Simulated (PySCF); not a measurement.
**C5HBClFN2 (SMILES N#Cc1bncc(F)c1Cl): density, localisation and related maps**

Input

```
{"job": {"xc": "PBE0", "basis": "pcSseg-1", "kind": "nmr", "pop": true}, "charge": 0, "multiplicity": 1}
N      3.658589     0.027430     0.023076
C      2.520872    -0.112602    -0.003952
C      1.133697    -0.332003    -0.042318
B      0.336701    -1.554907    -0.210804
N     -0.965121    -1.744722    -0.242134
C     -1.761638    -0.695059    -0.104418
C     -1.173310     0.549452     0.064318
F     -1.964776     1.627264     0.205412
C      0.221530     0.733019     0.095778
Cl     0.834416     2.325814     0.313417
H     -2.835534    -0.821014    -0.124339
```

Launched as:

```sh
OMP_NUM_THREADS=1 python ens_run.py task.json out
```

Geometry: GFN2-xTB.

Computed with PBE0/pcSseg-1, SCF density, gas phase, non-relativistic (PySCF).

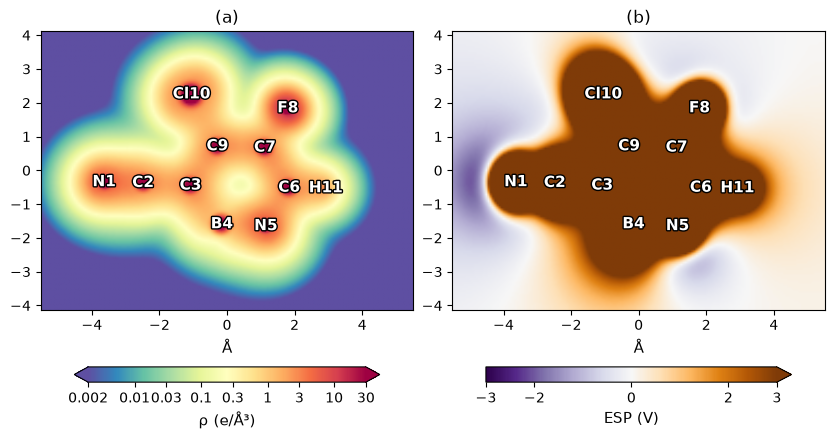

Figure 1. (a) electron density; (b) molecular electrostatic potential on the molecular plane.

Q: Describe what can be read from this map.

A: The plane passes through N, C, B, F, Cl and H nuclei.
C–N (1.15 Å): ρ is about 3.6 e/Å³ halfway.
B–N (1.32 Å): ρ is about 2.4 e/Å³ halfway.
C–F (1.34 Å): the density is about 2.3 e/Å³ at the midpoint, with its minimum of 1.8 e/Å³ about 0.5 Å from C.
C–C (1.39 Å): ρ at the midpoint is about 2.1 e/Å³.
C–B (1.47 Å): the density is about 1.5 e/Å³ at the midpoint.
Outside the dense part of the molecule the potential is most negative (−2.0 V) near N1.

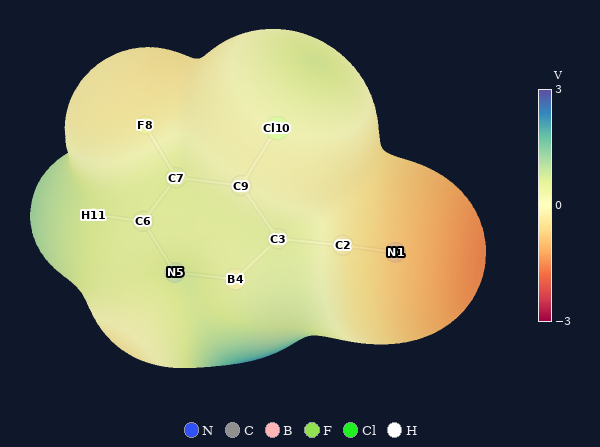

Figure 2. The electrostatic potential painted on the density surface at 0.001 e/bohr³, seen at a tilt; red is negative and blue positive.

Q: Which sites attract a positive test charge, and which a negative one?

A: A positive charge is drawn to the negative regions and a negative charge to the positive ones. The most negative region (about −1.5 V) lies over N1, the most positive (about +2.7 V) over B4. Cl10 shows a σ-hole: about +0.7 V at the tip opposite its bond, against about −0.2 V on its flanks. N1 is the likeliest acceptor of a hydrogen bond.

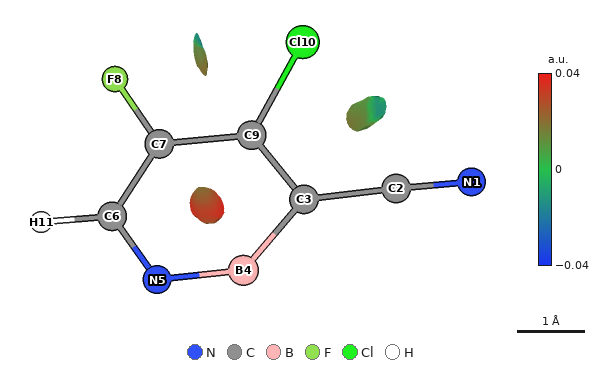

Figure 3. Non-covalent interaction (NCI) plot: the surface where the reduced density gradient is 0.5, for densities under 0.05 a.u., coloured by sign(λ₂)ρ; seen at a tilt.

Q: Identify the weak interactions.

A:
- Between F8 and C7 on one side and Cl10 and C9 on the other: a weak contact, attractive (blue-green) on one side and crowded (olive to red) on the other
- Between C2 and C3 on one side and Cl10 and C9 on the other: a weak contact, attractive (blue-green) on one side and crowded (olive to red) on the other
- Inside the ring or cage of C3, B4, N5, C6, C7 and C9: steric crowding (red)
